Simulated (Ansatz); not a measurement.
Molecular dynamics, with input and output: WHCl₃O₂

System: WHCl₃O₂, SMILES [O]=[W]([OH])([Cl])([Cl])[Cl].
Method: RKS PBE/def2-SVP (Ansatz 0.2.0).

The geometry comes from this level: PBE0-D4/def2-TZVP.

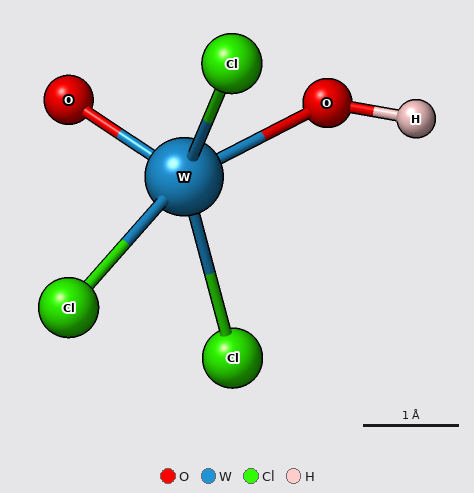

**Figure 1.** The structure as given in the input (ball-and-stick view, seen at a tilt). Sticks mark near contacts. Bond lengths as drawn: Cl–W 2.30 Å, H–O 0.96 Å and O–W 1.67 to 1.87 Å.

## Results in brief

| quantity | value |
| --- | --- |
| outcome | finished |
| mean temperature over the second half | 300 K |
| trajectory | 20 steps, 10 fs |
| ensemble | nvt_nose_hoover |
| temperature in the input | 300 K |
| time step | 0.5 fs |
| potential energy (last step) | −43477.4798 eV |
| SCF solution under orbital rotations (last step) | stable |
| largest force (length of the vector) (last step) | 1.996 eV/Å |
| dipole moment (last step) | 2.88 D |
| hardware | 4 threads of Arm Neoverse V1, 23 GiB of memory available, shared host |
| wall time | 38 s (CPU time 2.4 min) |
| peak memory | 0.54 GiB |

So short a trajectory is not equilibrated.

## Input
```yaml
crystal:
  periodic: [false, false, false]
  atoms:
    - {symbol: O, position_ang: [-1.884101, -0.145167, 0.385289]}
    - {symbol: W, position_ang: [-0.313098, 0.104904, -0.127214]}
    - {symbol: O, position_ang: [0.623357, -0.906254, 1.131455]}
    - {symbol: Cl, position_ang: [0.206845, -1.527338, -1.665785]}
    - {symbol: Cl, position_ang: [-0.640389, 1.478856, -1.938243]}
    - {symbol: Cl, position_ang: [0.500169, 1.978133, 0.937745]}
    - {symbol: H, position_ang: [1.568417, -1.051035, 1.231055]}
basis:
  gaussian: {orbitals: def2-SVP}
hamiltonian: {xc: {name: PBE}}
md: {timestep: 0.5 fs, n_steps: 20, ensemble: nvt_nose_hoover, temperature: 300, initial_velocities: maxwell_boltzmann, seed: 579}
```

Launch command:
```bash
ansatz run in.yaml --threads 4 --pin off --events-out ev --progress --plain --max-ram 11315MiB
```

## What the program printed
```
Functional definition: PBE
  name "PBE"
  cite "Perdew, Burke & Ernzerhof, Phys. Rev. Lett. 77, 3865 (1996) doi:10.1103/PhysRevLett.77.3865"
  parent pbe
  parameter kappa = 0.804
  parameter beta = 0.06672455060314922
  exchange = pbe_x(kappa = kappa, mu = beta*pi^2/3)
  correlation = pbe_c(beta = beta)
1236 factors; their error is unknown
mean field evaluation 1: about -43462.9645 eV, gradient 8.9e1 eV
mean field evaluation 2: about -43146.6310 eV, gradient 3.3e2 eV
mean field evaluation 4: about -43476.9257 eV, gradient 1.6e1 eV
mean field evaluation 8: about -43477.5743 eV, gradient 6.3e-1 eV
mean field evaluation 16: about -43477.5019 eV, gradient 4.5e-3 eV
mean field -43477.50194187 eV, -1597.7687262544 hartree, gradient 1.9e-5 eV, S^2 0.000000; 0 other end points of the search recorded, 0 dependent functions left out
the calculation of the forces begins
reference -43477.50200835 eV, -1597.7687286974 hartree; 41, 41 occupied and 78, 78 virtual orbitals, 1236 factors
md step     0: t =     0.00 fs  T =   300.0 K  F+E_penalty+E_count = -43477.50194187 eV  E_kin = 0.193890 eV  conserved = -43477.30805187 eV  (33 SCF iters)
these checks for a lower state are left out or cut short: starts, cluster_reference, orbital_swaps, neighbouring_geometries, increment
1236 factors; their error is unknown
mean field -43477.50899533 eV, -1597.7689854642 hartree, gradient 1.6e-5 eV, S^2 0.000000; 0 other end points of the search recorded, 0 dependent functions left out
[... from here on the field's lines of each further geometry are left out, up to the last ...]
md step     1: t =     0.50 fs  T =   310.7 K  F+E_penalty+E_count = -43477.50899533 eV  E_kin = 0.200811 eV  conserved = -43477.30818402 eV  (34 SCF iters)
md step     2: t =     1.00 fs  T =   318.6 K  F+E_penalty+E_count = -43477.51415293 eV  E_kin = 0.205906 eV  conserved = -43477.30824621 eV  (34 SCF iters)
md step     3: t =     1.50 fs  T =   322.1 K  F+E_penalty+E_count = -43477.51642689 eV  E_kin = 0.208204 eV  conserved = -43477.30822101 eV  (34 SCF iters)
md step     4: t =     2.00 fs  T =   321.9 K  F+E_penalty+E_count = -43477.51617701 eV  E_kin = 0.208039 eV  conserved = -43477.30813438 eV  (34 SCF iters)
md step     5: t =     2.50 fs  T =   319.8 K  F+E_penalty+E_count = -43477.51473433 eV  E_kin = 0.206696 eV  conserved = -43477.30803228 eV  (33 SCF iters)
md step     6: t =     3.00 fs  T =   318.3 K  F+E_penalty+E_count = -43477.51369021 eV  E_kin = 0.205723 eV  conserved = -43477.30795838 eV  (33 SCF iters)
md step     7: t =     3.50 fs  T =   319.1 K  F+E_penalty+E_count = -43477.51420415 eV  E_kin = 0.206251 eV  conserved = -43477.30794072 eV  (34 SCF iters)
md step     8: t =     4.00 fs  T =   322.7 K  F+E_penalty+E_count = -43477.51655292 eV  E_kin = 0.208549 eV  conserved = -43477.30798660 eV  (34 SCF iters)
md step     9: t =     4.50 fs  T =   327.9 K  F+E_penalty+E_count = -43477.52001330 eV  E_kin = 0.211909 eV  conserved = -43477.30808132 eV  (34 SCF iters)
md step    10: t =     5.00 fs  T =   332.5 K  F+E_penalty+E_count = -43477.52309464 eV  E_kin = 0.214874 eV  conserved = -43477.30819157 eV  (33 SCF iters)
md step    11: t =     5.50 fs  T =   333.8 K  F+E_penalty+E_count = -43477.52407517 eV  E_kin = 0.215766 eV  conserved = -43477.30827226 eV  (34 SCF iters)
md step    12: t =     6.00 fs  T =   330.2 K  F+E_penalty+E_count = -43477.52171626 eV  E_kin = 0.213389 eV  conserved = -43477.30828185 eV  (34 SCF iters)
md step    13: t =     6.50 fs  T =   321.3 K  F+E_penalty+E_count = -43477.51590050 eV  E_kin = 0.207640 eV  conserved = -43477.30820479 eV  (33 SCF iters)
md step    14: t =     7.00 fs  T =   309.0 K  F+E_penalty+E_count = -43477.50784596 eV  E_kin = 0.199710 eV  conserved = -43477.30806999 eV  (33 SCF iters)
md step    15: t =     7.50 fs  T =   296.5 K  F+E_penalty+E_count = -43477.49963830 eV  E_kin = 0.191617 eV  conserved = -43477.30794531 eV  (34 SCF iters)
md step    16: t =     8.00 fs  T =   286.6 K  F+E_penalty+E_count = -43477.49319037 eV  E_kin = 0.185206 eV  conserved = -43477.30789966 eV  (34 SCF iters)
md step    17: t =     8.50 fs  T =   280.3 K  F+E_penalty+E_count = -43477.48920306 eV  E_kin = 0.181153 eV  conserved = -43477.30795586 eV  (34 SCF iters)
md step    18: t =     9.00 fs  T =   276.4 K  F+E_penalty+E_count = -43477.48682070 eV  E_kin = 0.178644 eV  conserved = -43477.30807430 eV  (34 SCF iters)
md step    19: t =     9.50 fs  T =   272.2 K  F+E_penalty+E_count = -43477.48422140 eV  E_kin = 0.175929 eV  conserved = -43477.30818259 eV  (35 SCF iters)
the calculation of the forces begins
reference -43477.47977921 eV, -1597.7679117917 hartree; 41, 41 occupied and 78, 78 virtual orbitals, 1236 factors
1236 factors; their error is unknown
mean field evaluation 192: about -43474.2018 eV, gradient 3.6e1 eV
mean field -43477.47971219 eV, -1597.7679093287 hartree, gradient 1.8e-5 eV, S^2 0.000000; 1 other end points of the search recorded, 0 dependent functions left out
the calculation of the forces begins
reference -43477.47977921 eV, -1597.7679117917 hartree; 41, 41 occupied and 78, 78 virtual orbitals, 1236 factors
md step    20: t =    10.00 fs  T =   265.2 K  F+E_penalty+E_count = -43477.47971219 eV  E_kin = 0.171373 eV  conserved = -43477.30822298 eV  (35 SCF iters)
```

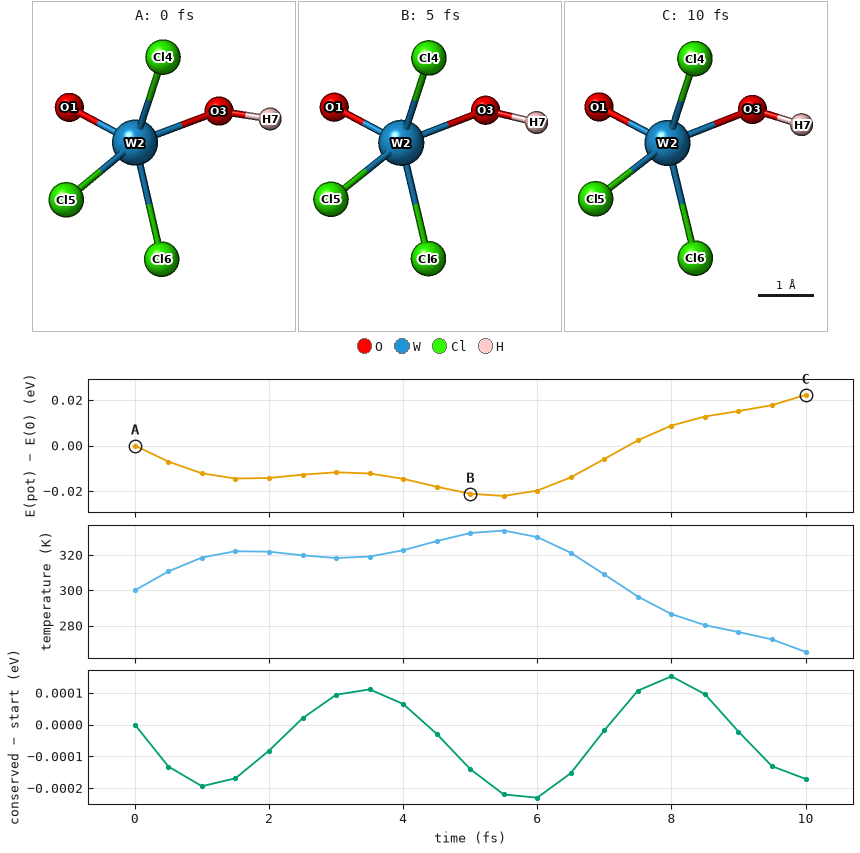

**Figure 2.** Frames of the molecular dynamics (ball-and-stick, seen at a tilt) above the curves, on which the letters mark them. The trajectory kept here has 21 frames over 10 fs. The temperature starts at 300 K, ranges from 265 to 334 K and averages 300 K over the second half. The potential energy ends 0.022 eV above its first value. The conserved quantity stays within 0.00038 eV. After an unweighted best fit of the last frame on the first, the root-mean-square displacement is 0.06 Å.

```
Total energy: -43477.47977921 eV, -1597.7679117917 hartree
Atom 0 at    -1.930004    -0.140862     0.380075 Å, force     1.233900     0.140704    -0.332856 eV/Å
Atom 1 at    -0.304114     0.108278    -0.129385 Å, force    -1.748562    -0.397532     0.876997 eV/Å
Atom 2 at     0.613086    -0.942665     1.200962 Å, force    -0.162254     0.366275    -0.541341 eV/Å
Atom 3 at     0.209293    -1.501602    -1.655029 Å, force     0.283750    -0.660960    -0.472521 eV/Å
Atom 4 at    -0.679704     1.475016    -1.984548 Å, force     0.082516     0.119851     0.141437 eV/Å
Atom 5 at     0.515155     1.950321     0.955856 Å, force     0.254926     0.568030     0.178891 eV/Å
Atom 6 at     1.590986    -0.948791     1.219830 Å, force     0.055723    -0.136368     0.149393 eV/Å
Dipole moment:     0.568842    -0.134947     0.136716 e Å
```

## Trajectory as extended XYZ (Å, eV, eV/Å), 21 frames, from step=0 to step=20
```
7
Properties=species:S:1:pos:R:3:forces:R:3 step=0 time_fs=0.0 energy=-43477.50194 temperature=300.0
O    -1.8841   -0.1452    0.3853   -1.5947  -0.2516   0.5172
W    -0.3131    0.1049   -0.1272    0.8860   0.3899  -0.6232
O     0.6234   -0.9063    1.1315   -0.2732  -0.3342   0.4749
Cl    0.2068   -1.5273   -1.6658    0.1311  -0.4404  -0.3600
Cl   -0.6404    1.4789   -1.9382   -0.1162   0.3450  -0.4513
Cl    0.5002    1.9781    0.9377    0.2051   0.4528   0.3035
H     1.5684   -1.0510    1.2311    0.7619  -0.1615   0.1389
7
Properties=species:S:1:pos:R:3:forces:R:3 step=1 time_fs=0.5 energy=-43477.50899 temperature=310.7
O    -1.8855   -0.1448    0.3847   -1.4953  -0.2383   0.4872
W    -0.3126    0.1051   -0.1273    0.7842   0.3616  -0.5667
O     0.6221   -0.9078    1.1346    0.0274  -0.3587   0.4732
Cl    0.2068   -1.5257   -1.6650    0.1412  -0.4588  -0.3730
Cl   -0.6423    1.4785   -1.9404   -0.1068   0.3380  -0.4261
Cl    0.5008    1.9764    0.9385    0.2110   0.4675   0.3010
H     1.5753   -1.0449    1.2290    0.4383  -0.1112   0.1045
7
Properties=species:S:1:pos:R:3:forces:R:3 step=2 time_fs=1.0 energy=-43477.51415 temperature=318.6
O    -1.8871   -0.1444    0.3842   -1.3818  -0.2227   0.4526
W    -0.3122    0.1052   -0.1274    0.6706   0.3297  -0.5038
O     0.6208   -0.9093    1.1378    0.3701  -0.3822   0.4700
Cl    0.2068   -1.5241   -1.6642    0.1512  -0.4766  -0.3856
Cl   -0.6443    1.4781   -1.9426   -0.0972   0.3306  -0.4003
Cl    0.5014    1.9747    0.9392    0.2167   0.4815   0.2980
H     1.5833   -1.0390    1.2272    0.0704  -0.0604   0.0691
7
Properties=species:S:1:pos:R:3:forces:R:3 step=3 time_fs=1.5 energy=-43477.51643 temperature=322.1
O    -1.8890   -0.1441    0.3838   -1.2555  -0.2052   0.4140
W    -0.3117    0.1054   -0.1275    0.5464   0.2946  -0.4350
O     0.6195   -0.9110    1.1411    0.7037  -0.3964   0.4595
Cl    0.2069   -1.5225   -1.6634    0.1610  -0.4937  -0.3976
Cl   -0.6462    1.4778   -1.9448   -0.0875   0.3227  -0.3740
Cl    0.5020    1.9730    0.9400    0.2221   0.4947   0.2945
H     1.5914   -1.0333    1.2255   -0.2902  -0.0167   0.0386
7
Properties=species:S:1:pos:R:3:forces:R:3 step=4 time_fs=2.0 energy=-43477.51618 temperature=321.9
O    -1.8910   -0.1438    0.3834   -1.1180  -0.1859   0.3718
W    -0.3112    0.1055   -0.1276    0.4130   0.2565  -0.3609
O     0.6184   -0.9126    1.1445    0.9872  -0.3964   0.4377
Cl    0.2069   -1.5210   -1.6627    0.1706  -0.5100  -0.4087
Cl   -0.6482    1.4775   -1.9470   -0.0777   0.3141  -0.3469
Cl    0.5026    1.9714    0.9408    0.2272   0.5068   0.2905
H     1.5988   -1.0276    1.2240   -0.6023   0.0149   0.0165
7
Properties=species:S:1:pos:R:3:forces:R:3 step=5 time_fs=2.5 energy=-43477.51473 temperature=319.8
O    -1.8932   -0.1436    0.3831   -0.9707  -0.1652   0.3267
W    -0.3107    0.1057   -0.1278    0.2718   0.2157  -0.2821
O     0.6174   -0.9144    1.1479    1.1926  -0.3801   0.4029
Cl    0.2069   -1.5195   -1.6620    0.1800  -0.5253  -0.4187
Cl   -0.6501    1.4772   -1.9493   -0.0677   0.3048  -0.3191
Cl    0.5033    1.9698    0.9416    0.2318   0.5177   0.2861
H     1.6048   -1.0219    1.2225   -0.8377   0.0324   0.0043
7
Properties=species:S:1:pos:R:3:forces:R:3 step=6 time_fs=3.0 energy=-43477.51369 temperature=318.3
O    -1.8955   -0.1434    0.3828   -0.8155  -0.1433   0.2792
W    -0.3102    0.1059   -0.1279    0.1240   0.1727  -0.1995
O     0.6166   -0.9162    1.1514    1.3037  -0.3478   0.3550
Cl    0.2070   -1.5180   -1.6613    0.1891  -0.5397  -0.4277
Cl   -0.6521    1.4770   -1.9515   -0.0577   0.2948  -0.2905
Cl    0.5040    1.9683    0.9424    0.2360   0.5272   0.2812
H     1.6087   -1.0161    1.2209   -0.9795   0.0360   0.0023
7
Properties=species:S:1:pos:R:3:forces:R:3 step=7 time_fs=3.5 energy=-43477.51420 temperature=319.1
O    -1.8980   -0.1432    0.3826   -0.6541  -0.1204   0.2299
W    -0.3098    0.1061   -0.1280   -0.0289   0.1280  -0.1140
O     0.6160   -0.9180    1.1550    1.3124  -0.3008   0.2950
Cl    0.2070   -1.5166   -1.6607    0.1979  -0.5532  -0.4354
Cl   -0.6541    1.4767   -1.9538   -0.0475   0.2841  -0.2610
Cl    0.5047    1.9667    0.9433    0.2397   0.5353   0.2758
H     1.6104   -1.0102    1.2194   -1.0195   0.0270   0.0098
7
Properties=species:S:1:pos:R:3:forces:R:3 step=8 time_fs=4.0 energy=-43477.51655 temperature=322.7
O    -1.9005   -0.1430    0.3824   -0.4883  -0.0970   0.1793
W    -0.3093    0.1062   -0.1281   -0.1852   0.0821  -0.0265
O     0.6156   -0.9199    1.1586    1.2173  -0.2416   0.2247
Cl    0.2071   -1.5152   -1.6600    0.2064  -0.5656  -0.4419
Cl   -0.6560    1.4765   -1.9562   -0.0372   0.2726  -0.2307
Cl    0.5054    1.9652    0.9441    0.2429   0.5420   0.2700
H     1.6096   -1.0042    1.2180   -0.9558   0.0074   0.0253
7
Properties=species:S:1:pos:R:3:forces:R:3 step=9 time_fs=4.5 energy=-43477.52001 temperature=327.9
O    -1.9032   -0.1428    0.3822   -0.3201  -0.0732   0.1281
W    -0.3088    0.1064   -0.1283   -0.3435   0.0355   0.0620
O     0.6154   -0.9219    1.1622    1.0221  -0.1733   0.1462
Cl    0.2072   -1.5138   -1.6595    0.2145  -0.5772  -0.4473
Cl   -0.6580    1.4763   -1.9585   -0.0268   0.2606  -0.1998
Cl    0.5061    1.9638    0.9450    0.2457   0.5474   0.2637
H     1.6065   -0.9983    1.2165   -0.7920  -0.0198   0.0470
7
Properties=species:S:1:pos:R:3:forces:R:3 step=10 time_fs=5.0 energy=-43477.52309 temperature=332.5
O    -1.9059   -0.1426    0.3821   -0.1513  -0.0493   0.0768
W    -0.3083    0.1066   -0.1284   -0.5018  -0.0112   0.1505
O     0.6153   -0.9238    1.1659    0.7374  -0.0994   0.0624
Cl    0.2073   -1.5125   -1.6589    0.2223  -0.5879  -0.4516
Cl   -0.6600    1.4761   -1.9608   -0.0164   0.2480  -0.1682
Cl    0.5068    1.9624    0.9459    0.2480   0.5515   0.2571
H     1.6015   -0.9923    1.2152   -0.5383  -0.0518   0.0729
7
Properties=species:S:1:pos:R:3:forces:R:3 step=11 time_fs=5.5 energy=-43477.52408 temperature=333.8
O    -1.9086   -0.1425    0.3819    0.0164  -0.0257   0.0261
W    -0.3078    0.1068   -0.1285   -0.6586  -0.0576   0.2382
O     0.6154   -0.9258    1.1695    0.3824  -0.0238  -0.0238
Cl    0.2074   -1.5112   -1.6584    0.2299  -0.5977  -0.4550
Cl   -0.6620    1.4759   -1.9632   -0.0059   0.2351  -0.1363
Cl    0.5076    1.9610    0.9469    0.2500   0.5546   0.2502
H     1.5952   -0.9865    1.2141   -0.2141  -0.0849   0.1006
7
Properties=species:S:1:pos:R:3:forces:R:3 step=12 time_fs=6.0 energy=-43477.52172 temperature=330.2
O    -1.9113   -0.1423    0.3818    0.1811  -0.0026  -0.0235
W    -0.3073    0.1070   -0.1286   -0.8121  -0.1031   0.3240
O     0.6155   -0.9278    1.1732   -0.0117   0.0494  -0.1089
Cl    0.2076   -1.5100   -1.6579    0.2371  -0.6068  -0.4577
Cl   -0.6639    1.4758   -1.9656    0.0045   0.2219  -0.1042
Cl    0.5084    1.9597    0.9478    0.2516   0.5568   0.2430
H     1.5884   -0.9809    1.2132    0.1496  -0.1156   0.1272
7
Properties=species:S:1:pos:R:3:forces:R:3 step=13 time_fs=6.5 energy=-43477.51590 temperature=321.3
O    -1.9139   -0.1422    0.3817    0.3412   0.0198  -0.0715
W    -0.3069    0.1071   -0.1288   -0.9605  -0.1473   0.4073
O     0.6156   -0.9297    1.1768   -0.4018   0.1163  -0.1898
Cl    0.2077   -1.5088   -1.6574    0.2439  -0.6153  -0.4599
Cl   -0.6659    1.4756   -1.9679    0.0148   0.2086  -0.0721
Cl    0.5091    1.9584    0.9488    0.2528   0.5585   0.2355
H     1.5820   -0.9756    1.2126    0.5094  -0.1406   0.1504
7
Properties=species:S:1:pos:R:3:forces:R:3 step=14 time_fs=7.0 energy=-43477.50785 temperature=309.0
O    -1.9166   -0.1420    0.3815    0.4953   0.0412  -0.1174
W    -0.3064    0.1073   -0.1289   -1.1022  -0.1899   0.4874
O     0.6156   -0.9317    1.1804   -0.7362   0.1742  -0.2636
Cl    0.2079   -1.5076   -1.6570    0.2505  -0.6231  -0.4618
Cl   -0.6679    1.4755   -1.9703    0.0250   0.1953  -0.0402
Cl    0.5100    1.9571    0.9497    0.2538   0.5598   0.2278
H     1.5768   -0.9706    1.2124    0.8137  -0.1575   0.1679
7
Properties=species:S:1:pos:R:3:forces:R:3 step=15 time_fs=7.5 energy=-43477.49964 temperature=296.5
O    -1.9191   -0.1419    0.3814    0.6421   0.0615  -0.1610
W    -0.3060    0.1075   -0.1290   -1.2359  -0.2304   0.5637
O     0.6156   -0.9336    1.1840   -0.9646   0.2218  -0.3288
Cl    0.2081   -1.5065   -1.6566    0.2568  -0.6305  -0.4636
Cl   -0.6699    1.4754   -1.9727    0.0351   0.1822  -0.0087
Cl    0.5108    1.9559    0.9507    0.2546   0.5610   0.2199
H     1.5735   -0.9660    1.2126    1.0119  -0.1655   0.1784
7
Properties=species:S:1:pos:R:3:forces:R:3 step=16 time_fs=8.0 energy=-43477.49319 temperature=286.6
O    -1.9216   -0.1417    0.3812    0.7803   0.0804  -0.2018
W    -0.3056    0.1076   -0.1291   -1.3603  -0.2688   0.6358
O     0.6153   -0.9355    1.1875   -1.0509   0.2597  -0.3846
Cl    0.2083   -1.5054   -1.6562    0.2629  -0.6375  -0.4654
Cl   -0.6719    1.4753   -1.9751    0.0450   0.1693   0.0224
Cl    0.5116    1.9547    0.9517    0.2552   0.5623   0.2119
H     1.5726   -0.9618    1.2132    1.0678  -0.1654   0.1818
7
Properties=species:S:1:pos:R:3:forces:R:3 step=17 time_fs=8.5 energy=-43477.48920 temperature=280.3
O    -1.9239   -0.1415    0.3810    0.9093   0.0979  -0.2395
W    -0.3052    0.1078   -0.1292   -1.4743  -0.3048   0.7034
O     0.6150   -0.9374    1.1910   -0.9848   0.2903  -0.4321
Cl    0.2085   -1.5044   -1.6559    0.2686  -0.6441  -0.4673
Cl   -0.6738    1.4752   -1.9774    0.0547   0.1566   0.0529
Cl    0.5125    1.9535    0.9527    0.2555   0.5637   0.2038
H     1.5743   -0.9580    1.2142    0.9711  -0.1596   0.1789
7
Properties=species:S:1:pos:R:3:forces:R:3 step=18 time_fs=9.0 energy=-43477.48682 temperature=276.4
O    -1.9261   -0.1413    0.3807    1.0281   0.1138  -0.2741
W    -0.3048    0.1080   -0.1293   -1.5773  -0.3383   0.7662
O     0.6144   -0.9392    1.1944   -0.7853   0.3165  -0.4727
Cl    0.2088   -1.5034   -1.6555    0.2740  -0.6502  -0.4692
Cl   -0.6758    1.4751   -1.9798    0.0642   0.1442   0.0828
Cl    0.5134    1.9524    0.9538    0.2556   0.5652   0.1956
H     1.5784   -0.9546    1.2157    0.7406  -0.1512   0.1714
7
Properties=species:S:1:pos:R:3:forces:R:3 step=19 time_fs=9.5 energy=-43477.48422 temperature=272.2
O    -1.9281   -0.1411    0.3804    1.1365   0.1281  -0.3052
W    -0.3044    0.1081   -0.1293   -1.6688  -0.3692   0.8241
O     0.6138   -0.9410    1.1977   -0.4939   0.3412  -0.5085
Cl    0.2090   -1.5025   -1.6553    0.2791  -0.6559  -0.4710
Cl   -0.6777    1.4751   -1.9822    0.0735   0.1320   0.1123
Cl    0.5142    1.9514    0.9548    0.2554   0.5667   0.1873
H     1.5842   -0.9515    1.2176    0.4182  -0.1428   0.1610
7
Properties=species:S:1:pos:R:3:forces:R:3 step=20 time_fs=10.0 energy=-43477.47971 temperature=265.2
O    -1.9300   -0.1409    0.3801    1.2339   0.1407  -0.3329
W    -0.3041    0.1083   -0.1294   -1.7486  -0.3975   0.8770
O     0.6131   -0.9427    1.2010   -0.1623   0.3663  -0.5413
Cl    0.2093   -1.5016   -1.6550    0.2838  -0.6610  -0.4725
Cl   -0.6797    1.4750   -1.9845    0.0825   0.1199   0.1414
Cl    0.5152    1.9503    0.9559    0.2549   0.5680   0.1789
H     1.5910   -0.9488    1.2198    0.0557  -0.1364   0.1494
```
